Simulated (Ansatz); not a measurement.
# C2HBF2 (SMILES C#CB(F)F): the energy, rung by rung

The species is C2HBF2 (6 atoms), meant as a singlet with charge 0. SMILES: `C#CB(F)F`. The shape was relaxed beforehand at B3LYP/def2-SVP.

```xyz
6

C    -0.8901    0.4542    1.2623
C    -0.2182    0.1063    0.3106
B     0.6260   -0.3313   -0.8841
F     0.1587   -1.1842   -1.7764
F     1.8499    0.1294   -1.0626
H    -1.4843    0.7617    2.1041
```

Each level gives the dissociation energy of the B3–C2 bond into doublet BF2 and doublet C2H (shapes relaxed at B3LYP/def2-SVP, no zero-point term) (eV). The values are calculated.

```
           level           kind  program  value (eV)
     HF/def2-SVP   Hartree–Fock   Ansatz        5.16
  SVWN5/def2-SVP            LDA   Ansatz        7.23
   BLYP/def2-SVP            GGA   Ansatz        6.42
 r2SCAN/def2-SVP       meta-GGA   Ansatz        6.33
  B3LYP/def2-SVP  global hybrid   Ansatz        6.51
PBE0-D4/def2-SVP  global hybrid   Ansatz        6.56
 B2PLYP/def2-SVP  double hybrid   Ansatz        6.54
RPA@PBE/def2-SVP            RPA   Ansatz        6.19
```

The values span 5.16 to 7.23 eV. Spin contamination of the reference (⟨S²⟩ at least 0.1 too high) touches HF/def2-SVP. Hartree–Fock misses the correlation of the electron pair that is broken and comes out low. Measured bond enthalpies also hold zero-point and thermal terms, a few tenths of an eV less.

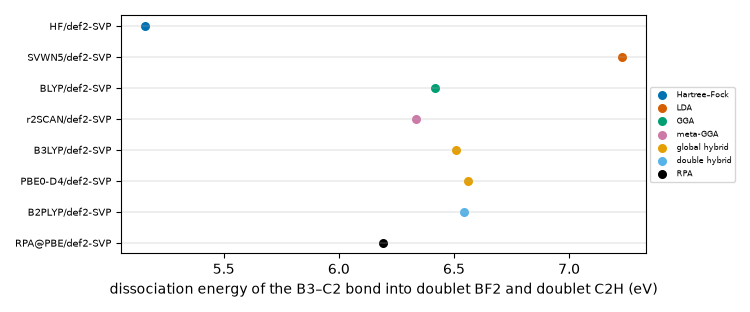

The values of the table, level by level.
